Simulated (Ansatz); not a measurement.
# C3H8BF2N: molecular dynamics (part 1 of 4)

The run: molecular dynamics of C3H8BF2N, SMILES CCN(C)B(F)F. Method and program: RKS BLYP-d4/6-31G* (Ansatz 0.2.0).

The geometry comes from this level: PBE0-D4/def2-TZVP. Figures and captions count atoms from 1; the log counts them from 0 in places.

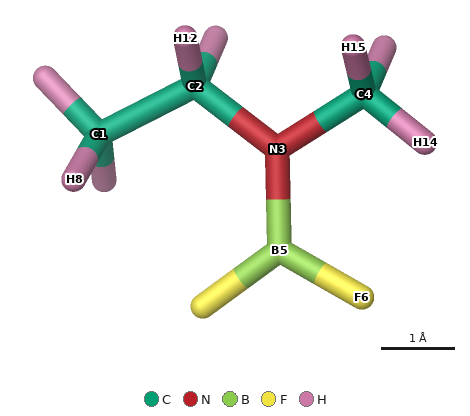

**Figure 1.** The structure as given in the input (stick view, seen at a tilt; atoms are numbered from 1 in the order of the input). Bond lengths as drawn: B–F 1.33 to 1.34 Å, B–N 1.40 Å, C–C 1.51 Å, C–H 1.09 to 1.10 Å and C–N 1.45 Å.

### Summary

```json
{"quantity": "outcome", "value": "finished"}
{"quantity": "mean temperature over the second half", "value": "698 K"}
{"quantity": "trajectory", "value": "50 steps, 100 fs"}
{"quantity": "ensemble", "value": "nve"}
{"quantity": "temperature in the input", "value": "1500 K"}
{"quantity": "time step", "value": "2 fs"}
{"quantity": "potential energy (last step)", "value": "−10841.3675 eV"}
{"quantity": "mean-field energy (last step)", "value": "−10840.6855 eV"}
{"quantity": "dispersion energy (last step)", "value": "−0.6820 eV"}
{"quantity": "SCF solution under orbital rotations (last step)", "value": "stable"}
{"quantity": "largest force (length of the vector) (last step)", "value": "7.229 eV/Å"}
{"quantity": "dipole moment (last step)", "value": "2.14 D"}
{"quantity": "hardware", "value": "4 threads of Arm Neoverse V1, 23 GiB of memory available, shared host"}
{"quantity": "wall time", "value": "75 s (CPU time 4.8 min)"}
{"quantity": "peak memory", "value": "0.69 GiB"}
```

### Notes

So short a trajectory is not equilibrated.

### Input file
```yaml
crystal:
  periodic: [false, false, false]
  atoms:
    - {symbol: C, position_ang: [-0.009998, -1.959839, -0.134370]}
    - {symbol: C, position_ang: [0.515419, -0.592939, -0.513459]}
    - {symbol: N, position_ang: [-0.102802, 0.552197, 0.133878]}
    - {symbol: C, position_ang: [0.483344, 1.800213, -0.307707]}
    - {symbol: B, position_ang: [-1.132693, 0.556851, 1.075501]}
    - {symbol: F, position_ang: [-1.585975, 1.710320, 1.575854]}
    - {symbol: F, position_ang: [-1.727083, -0.542245, 1.536710]}
    - {symbol: H, position_ang: [-1.067567, -2.072618, -0.374006]}
    - {symbol: H, position_ang: [0.547324, -2.711246, -0.697677]}
    - {symbol: H, position_ang: [0.119782, -2.167988, 0.927905]}
    - {symbol: H, position_ang: [1.593750, -0.552988, -0.306459]}
    - {symbol: H, position_ang: [0.414960, -0.458391, -1.599282]}
    - {symbol: H, position_ang: [1.554965, 1.826857, -0.079029]}
    - {symbol: H, position_ang: [0.003547, 2.643749, 0.183183]}
    - {symbol: H, position_ang: [0.371128, 1.917467, -1.391643]}
basis:
  gaussian: {orbitals: "6-31G*"}
hamiltonian: {xc: {name: BLYP}, dispersion: d4}
md: {timestep: 2 fs, n_steps: 50, ensemble: nve, temperature: 1500, initial_velocities: maxwell_boltzmann, seed: 507}
```

Launched with:
```bash
ansatz run in.yaml --threads 4 --pin off --events-out ev --progress --plain --max-ram 11315MiB
```

### Output
```
Functional definition: BLYP
  name "BLYP"
  cite "Becke, Phys. Rev. A 38, 3098 (1988) doi:10.1103/PhysRevA.38.3098"
  cite "Lee, Yang & Parr, Phys. Rev. B 37, 785 (1988) doi:10.1103/PhysRevB.37.785"
  parameter beta = 0.0042
  parameter a = 0.04918
  parameter b = 0.132
  parameter c = 0.2533
  parameter d = 0.349
  exchange = b88_x(beta = beta)
  correlation = lyp_c(a = a, b = b, c = c, d = d)
1430 factors; their error is unknown
mean field evaluation 1: about -10829.5870 eV, gradient 7.7e1 eV
mean field evaluation 2: about -10807.7703 eV, gradient 1.2e2 eV
mean field evaluation 4: about -10842.1950 eV, gradient 7.5e0 eV
mean field evaluation 8: about -10842.2971 eV, gradient 2.1e-1 eV
mean field evaluation 16: about -10842.1972 eV, gradient 3.4e-3 eV
mean field -10842.19719797 eV, -398.4433979203 hartree, gradient 3.3e-5 eV, S^2 0.000000; 0 other end points of the search recorded, 0 dependent functions left out
the calculation of the forces begins
reference -10842.19748766 eV, -398.4434085663 hartree; 28, 28 occupied and 93, 93 virtual orbitals, 1430 factors
md step     0: t =     0.00 fs  T =  1500.0 K  F+E_penalty+E_count = -10842.87610780 eV  E_kin = 2.520570 eV  conserved = -10840.35553782 eV  (30 SCF iters)
these checks for a lower state are left out or cut short: starts, cluster_reference, orbital_swaps, neighbouring_geometries, increment
1430 factors; their error is unknown
mean field -10841.12832961 eV, -398.4041177326 hartree, gradient 1.2e-5 eV, S^2 0.000000; 0 other end points of the search recorded, 0 dependent functions left out
the calculation of the forces begins
reference -10841.12862243 eV, -398.4041284935 hartree; 28, 28 occupied and 93, 93 virtual orbitals, 1430 factors
md step     1: t =     2.00 fs  T =  1022.7 K  F+E_penalty+E_count = -10841.81176406 eV  E_kin = 1.718494 eV  conserved = -10840.09327045 eV  (30 SCF iters, 9 dispersion substeps)
[... from here on the SCF iterations and repeated set-up lines of each step are left out, up to the last step ...]
md step     2: t =     4.00 fs  T =   658.7 K  F+E_penalty+E_count = -10841.28802685 eV  E_kin = 1.106898 eV  conserved = -10840.18112877 eV  (30 SCF iters, 9 dispersion substeps)
md step     3: t =     6.00 fs  T =   462.1 K  F+E_penalty+E_count = -10840.92914490 eV  E_kin = 0.776428 eV  conserved = -10840.15271708 eV  (30 SCF iters, 9 dispersion substeps)
md step     4: t =     8.00 fs  T =   555.6 K  F+E_penalty+E_count = -10841.03788585 eV  E_kin = 0.933636 eV  conserved = -10840.10425024 eV  (30 SCF iters, 9 dispersion substeps)
md step     5: t =    10.00 fs  T =  1077.4 K  F+E_penalty+E_count = -10842.07379164 eV  E_kin = 1.810415 eV  conserved = -10840.26337688 eV  (31 SCF iters, 9 dispersion substeps)
md step     6: t =    12.00 fs  T =  1149.7 K  F+E_penalty+E_count = -10842.23350792 eV  E_kin = 1.931950 eV  conserved = -10840.30155789 eV  (30 SCF iters, 9 dispersion substeps)
md step     7: t =    14.00 fs  T =   748.4 K  F+E_penalty+E_count = -10841.37260208 eV  E_kin = 1.257626 eV  conserved = -10840.11497607 eV  (30 SCF iters, 9 dispersion substeps)
md step     8: t =    16.00 fs  T =   610.0 K  F+E_penalty+E_count = -10841.18556585 eV  E_kin = 1.025000 eV  conserved = -10840.16056542 eV  (30 SCF iters, 9 dispersion substeps)
md step     9: t =    18.00 fs  T =   451.6 K  F+E_penalty+E_count = -10840.86192669 eV  E_kin = 0.758933 eV  conserved = -10840.10299341 eV  (30 SCF iters, 9 dispersion substeps)
md step    10: t =    20.00 fs  T =   749.7 K  F+E_penalty+E_count = -10841.39670937 eV  E_kin = 1.259768 eV  conserved = -10840.13694153 eV  (30 SCF iters, 9 dispersion substeps)
md step    11: t =    22.00 fs  T =  1144.8 K  F+E_penalty+E_count = -10842.20899936 eV  E_kin = 1.923744 eV  conserved = -10840.28525557 eV  (30 SCF iters, 9 dispersion substeps)
md step    12: t =    24.00 fs  T =   814.9 K  F+E_penalty+E_count = -10841.43854581 eV  E_kin = 1.369306 eV  conserved = -10840.06923947 eV  (30 SCF iters, 9 dispersion substeps)
md step    13: t =    26.00 fs  T =   649.4 K  F+E_penalty+E_count = -10841.28342958 eV  E_kin = 1.091178 eV  conserved = -10840.19225135 eV  (31 SCF iters, 9 dispersion substeps)
md step    14: t =    28.00 fs  T =   483.2 K  F+E_penalty+E_count = -10840.96938636 eV  E_kin = 0.811914 eV  conserved = -10840.15747265 eV  (30 SCF iters, 9 dispersion substeps)
md step    15: t =    30.00 fs  T =   475.5 K  F+E_penalty+E_count = -10840.94163935 eV  E_kin = 0.799080 eV  conserved = -10840.14255922 eV  (31 SCF iters, 9 dispersion substeps)
md step    16: t =    32.00 fs  T =   815.3 K  F+E_penalty+E_count = -10841.50310645 eV  E_kin = 1.370046 eV  conserved = -10840.13306058 eV  (31 SCF iters, 9 dispersion substeps)
md step    17: t =    34.00 fs  T =  1021.2 K  F+E_penalty+E_count = -10841.98995958 eV  E_kin = 1.716039 eV  conserved = -10840.27392055 eV  (30 SCF iters, 9 dispersion substeps)
md step    18: t =    36.00 fs  T =   751.5 K  F+E_penalty+E_count = -10841.32867320 eV  E_kin = 1.262746 eV  conserved = -10840.06592770 eV  (31 SCF iters, 9 dispersion substeps)
md step    19: t =    38.00 fs  T =   663.7 K  F+E_penalty+E_count = -10841.25780175 eV  E_kin = 1.115214 eV  conserved = -10840.14258767 eV  (53 SCF iters, 9 dispersion substeps)
md step    20: t =    40.00 fs  T =   567.8 K  F+E_penalty+E_count = -10841.05865337 eV  E_kin = 0.954085 eV  conserved = -10840.10456845 eV  (31 SCF iters, 9 dispersion substeps)
md step    21: t =    42.00 fs  T =   588.9 K  F+E_penalty+E_count = -10841.06095307 eV  E_kin = 0.989576 eV  conserved = -10840.07137730 eV  (30 SCF iters, 9 dispersion substeps)
md step    22: t =    44.00 fs  T =   919.4 K  F+E_penalty+E_count = -10841.79461555 eV  E_kin = 1.544939 eV  conserved = -10840.24967649 eV  (30 SCF iters, 9 dispersion substeps)
md step    23: t =    46.00 fs  T =   877.4 K  F+E_penalty+E_count = -10841.54531973 eV  E_kin = 1.474328 eV  conserved = -10840.07099217 eV  (30 SCF iters, 9 dispersion substeps)
md step    24: t =    48.00 fs  T =   745.0 K  F+E_penalty+E_count = -10841.44705430 eV  E_kin = 1.251939 eV  conserved = -10840.19511525 eV  (30 SCF iters, 9 dispersion substeps)
md step    25: t =    50.00 fs  T =   580.9 K  F+E_penalty+E_count = -10841.06831070 eV  E_kin = 0.976137 eV  conserved = -10840.09217350 eV  (30 SCF iters, 9 dispersion substeps)
md step    26: t =    52.00 fs  T =   598.0 K  F+E_penalty+E_count = -10841.18769587 eV  E_kin = 1.004812 eV  conserved = -10840.18288338 eV  (30 SCF iters, 9 dispersion substeps)
md step    27: t =    54.00 fs  T =   552.3 K  F+E_penalty+E_count = -10840.95903543 eV  E_kin = 0.927997 eV  conserved = -10840.03103847 eV  (30 SCF iters, 9 dispersion substeps)
md step    28: t =    56.00 fs  T =   827.2 K  F+E_penalty+E_count = -10841.71812597 eV  E_kin = 1.390033 eV  conserved = -10840.32809334 eV  (30 SCF iters, 9 dispersion substeps)
md step    29: t =    58.00 fs  T =   667.0 K  F+E_penalty+E_count = -10841.25477490 eV  E_kin = 1.120770 eV  conserved = -10840.13400494 eV  (30 SCF iters, 9 dispersion substeps)
md step    30: t =    60.00 fs  T =   634.5 K  F+E_penalty+E_count = -10841.19224162 eV  E_kin = 1.066153 eV  conserved = -10840.12608821 eV  (30 SCF iters, 9 dispersion substeps)
md step    31: t =    62.00 fs  T =   699.5 K  F+E_penalty+E_count = -10841.36777763 eV  E_kin = 1.175403 eV  conserved = -10840.19237439 eV  (30 SCF iters, 9 dispersion substeps)
md step    32: t =    64.00 fs  T =   590.6 K  F+E_penalty+E_count = -10841.14630341 eV  E_kin = 0.992484 eV  conserved = -10840.15381897 eV  (30 SCF iters, 9 dispersion substeps)
md step    33: t =    66.00 fs  T =   711.0 K  F+E_penalty+E_count = -10841.30626001 eV  E_kin = 1.194810 eV  conserved = -10840.11144967 eV  (30 SCF iters, 11 dispersion substeps)
md step    34: t =    68.00 fs  T =   808.4 K  F+E_penalty+E_count = -10841.42328565 eV  E_kin = 1.358361 eV  conserved = -10840.06492442 eV  (30 SCF iters, 11 dispersion substeps)
md step    35: t =    70.00 fs  T =   751.1 K  F+E_penalty+E_count = -10841.39821845 eV  E_kin = 1.262211 eV  conserved = -10840.13600698 eV  (31 SCF iters, 11 dispersion substeps)
md step    36: t =    72.00 fs  T =   767.0 K  F+E_penalty+E_count = -10841.43239309 eV  E_kin = 1.288825 eV  conserved = -10840.14356836 eV  (30 SCF iters, 11 dispersion substeps)
md step    37: t =    74.00 fs  T =   724.4 K  F+E_penalty+E_count = -10841.31689439 eV  E_kin = 1.217285 eV  conserved = -10840.09960961 eV  (31 SCF iters, 11 dispersion substeps)
md step    38: t =    76.00 fs  T =   620.9 K  F+E_penalty+E_count = -10841.17988233 eV  E_kin = 1.043348 eV  conserved = -10840.13653480 eV  (31 SCF iters, 11 dispersion substeps)
md step    39: t =    78.00 fs  T =   711.7 K  F+E_penalty+E_count = -10841.54384349 eV  E_kin = 1.195923 eV  conserved = -10840.34792001 eV  (31 SCF iters, 11 dispersion substeps)
md step    40: t =    80.00 fs  T =   661.8 K  F+E_penalty+E_count = -10841.23499085 eV  E_kin = 1.112078 eV  conserved = -10840.12291300 eV  (30 SCF iters, 11 dispersion substeps)
md step    41: t =    82.00 fs  T =   751.0 K  F+E_penalty+E_count = -10841.45768761 eV  E_kin = 1.261923 eV  conserved = -10840.19576429 eV  (31 SCF iters, 11 dispersion substeps)
md step    42: t =    84.00 fs  T =   682.4 K  F+E_penalty+E_count = -10841.29146935 eV  E_kin = 1.146644 eV  conserved = -10840.14482494 eV  (31 SCF iters, 11 dispersion substeps)
md step    43: t =    86.00 fs  T =   678.5 K  F+E_penalty+E_count = -10841.36233415 eV  E_kin = 1.140155 eV  conserved = -10840.22217883 eV  (31 SCF iters, 11 dispersion substeps)
md step    44: t =    88.00 fs  T =   674.3 K  F+E_penalty+E_count = -10841.20574686 eV  E_kin = 1.133010 eV  conserved = -10840.07273639 eV  (30 SCF iters, 11 dispersion substeps)
md step    45: t =    90.00 fs  T =   701.3 K  F+E_penalty+E_count = -10841.26274287 eV  E_kin = 1.178446 eV  conserved = -10840.08429646 eV  (30 SCF iters, 11 dispersion substeps)
md step    46: t =    92.00 fs  T =   792.4 K  F+E_penalty+E_count = -10841.57016703 eV  E_kin = 1.331514 eV  conserved = -10840.23865268 eV  (30 SCF iters, 11 dispersion substeps)
md step    47: t =    94.00 fs  T =   754.7 K  F+E_penalty+E_count = -10841.44937421 eV  E_kin = 1.268206 eV  conserved = -10840.18116858 eV  (30 SCF iters, 11 dispersion substeps)
md step    48: t =    96.00 fs  T =   727.0 K  F+E_penalty+E_count = -10841.37886425 eV  E_kin = 1.221631 eV  conserved = -10840.15723375 eV  (30 SCF iters, 11 dispersion substeps)
md step    49: t =    98.00 fs  T =   752.5 K  F+E_penalty+E_count = -10841.51623429 eV  E_kin = 1.264532 eV  conserved = -10840.25170213 eV  (30 SCF iters, 11 dispersion substeps)
these checks for a lower state are left out or cut short: starts, cluster_reference, orbital_swaps, neighbouring_geometries, increment
1430 factors; their error is unknown
mean field -10840.68518792 eV, -398.3878325757 hartree, gradient 1.5e-5 eV, S^2 0.000000; 0 other end points of the search recorded, 0 dependent functions left out
the calculation of the forces begins
reference -10840.68548297 eV, -398.3878434188 hartree; 28, 28 occupied and 93, 93 virtual orbitals, 1430 factors
1430 factors; their error is unknown
mean field evaluation 416: about -10840.6852 eV, gradient 7.9e-2 eV
mean field -10840.68518792 eV, -398.3878325757 hartree, gradient 1.3e-5 eV, S^2 0.000000; 1 other end points of the search recorded, 0 dependent functions left out
the calculation of the forces begins
reference -10840.68548297 eV, -398.3878434188 hartree; 28, 28 occupied and 93, 93 virtual orbitals, 1430 factors
md step    50: t =   100.00 fs  T =   717.0 K  F+E_penalty+E_count = -10841.36722762 eV  E_kin = 1.204824 eV  conserved = -10840.16240339 eV  (50 SCF iters, 11 dispersion substeps)
```

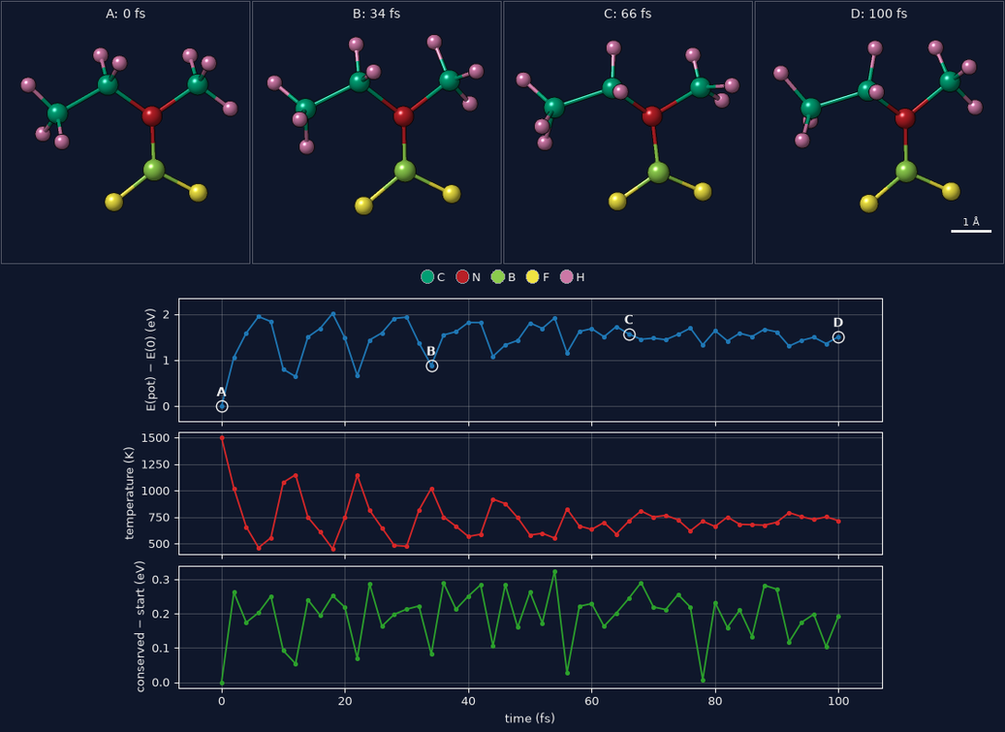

**Figure 2.** Frames of the molecular dynamics (ball-and-stick, seen at a tilt) above the curves, on which the letters mark them. The trajectory kept here has 51 frames over 100 fs. The temperature starts at 1500 K, ranges from 452 to 1500 K and averages 698 K over the second half. The potential energy ends 1.509 eV above its first value. The conserved quantity stays within 0.32 eV. After an unweighted best fit of the last frame on the first, the root-mean-square displacement is 0.43 Å, and H11 has moved furthest (0.81 Å).

```
Total energy: -10841.36752267 eV, -398.4129079153 hartree
Atom 0 at     0.232218    -1.928897    -0.013528 Å, force     0.478589    -1.227897    -3.199633 eV/Å
Atom 1 at     0.231261    -0.533515    -0.692966 Å, force     0.170622    -0.912618    -0.839680 eV/Å
Atom 2 at    -0.085707     0.538895     0.251186 Å, force     1.949447    -0.206684    -2.816462 eV/Å
Atom 3 at     0.631477     1.761426    -0.248990 Å, force    -6.368586     1.141895     3.223851 eV/Å
Atom 4 at    -1.119073     0.529881     1.166691 Å, force    -0.013586    -0.141866    -1.504897 eV/Å
Atom 5 at    -1.575696     1.689730     1.530865 Å, force    -0.934905     2.439901     1.665818 eV/Å
Atom 6 at    -1.835022    -0.532887     1.461557 Å, force    -0.552752    -1.496622     0.631603 eV/Å
Atom 7 at    -0.799980    -2.355137    -0.137608 Å, force     0.765454     0.022716     0.526951 eV/Å
Atom 8 at     1.002439    -2.675166    -0.571164 Å, force    -1.531727     1.490293     1.305488 eV/Å
Atom 9 at     0.496823    -1.749463     0.997128 Å, force     0.394545    -0.431289     1.377687 eV/Å
Atom 10 at     1.181331    -0.257744    -1.202815 Å, force     0.304331    -0.476105     0.686343 eV/Å
Atom 11 at    -0.410460    -0.556885    -1.612937 Å, force    -0.482451     0.156115     0.568861 eV/Å
Atom 12 at     1.552895     1.516903    -0.449836 Å, force     6.176695    -1.086007     0.482450 eV/Å
Atom 13 at     0.301049     2.494796     0.543128 Å, force     1.374185     0.230255    -1.079013 eV/Å
Atom 14 at     0.405509     2.078741    -1.247166 Å, force    -1.729861     0.497914    -1.029367 eV/Å
Dipole moment:     0.333310     0.012708    -0.295451 e Å
```

### Trajectory as extended XYZ (Å, eV, eV/Å), 51 frames, from step=0 to step=50
```
15
Properties=species:S:1:pos:R:3:forces:R:3 step=0 time_fs=0.0 energy=-10842.87611 temperature=1500.0
C    -0.0100   -1.9598   -0.1344   -0.0855  -0.2540   0.0596
C     0.5154   -0.5929   -0.5135    0.1467  -0.0594  -0.1379
N    -0.1028    0.5522    0.1339   -0.0600  -0.0399   0.0513
C     0.4833    1.8002   -0.3077    0.0914   0.3296  -0.0609
B    -1.1327    0.5569    1.0755    0.0090   0.0437  -0.0047
F    -1.5860    1.7103    1.5759   -0.2472   0.7620   0.2816
F    -1.7271   -0.5422    1.5367   -0.3348  -0.7907   0.2467
H    -1.0676   -2.0726   -0.3740   -0.3308  -0.0421  -0.0625
H     0.5473   -2.7112   -0.6977    0.1716  -0.2652  -0.1760
H     0.1198   -2.1680    0.9279    0.0277  -0.0710   0.3304
H     1.5938   -0.5530   -0.3065    0.3757  -0.0058   0.0291
H     0.4150   -0.4584   -1.5993    0.0065   0.0237  -0.3760
H     1.5550    1.8269   -0.0790    0.3784   0.0427   0.0506
H     0.0035    2.6437    0.1832   -0.1403   0.2528   0.1455
H     0.3711    1.9175   -1.3916   -0.0084   0.0735  -0.3769
```
